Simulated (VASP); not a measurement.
Data:

```xyz
2
Lattice="0.0000 2.1993 2.1993 2.1993 0.0000 2.1993 2.1993 2.1993 0.0000" Properties=species:S:1:pos:R:3 pbc="T T T"
Si     0.0000     0.0000     0.0000
C      1.0996     1.0996     1.0996
```

Method: RPBE GGA, VASP's PBE PAW potentials (set 64) (plane waves; VASP). Numerical set-up: 520 eV cut-off, 12×12×12 Γ-centred mesh, tetrahedra with Blöchl corrections, potentials Si C.

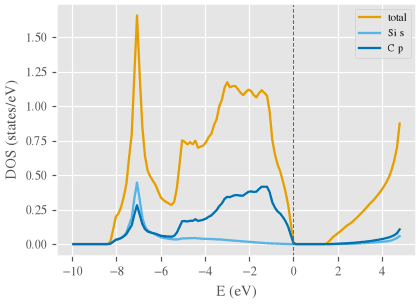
*Total and projected density of states, zero at the valence-band maximum*

Within 2 eV below the valence-band maximum the largest weight inside VASP's projection spheres is C p, then Si p.

The gap is indirect, 1.39 eV, from the valence maximum at Γ to the conduction minimum at X.

The compound is SiC in the zinc blende structure. It was relaxed first.
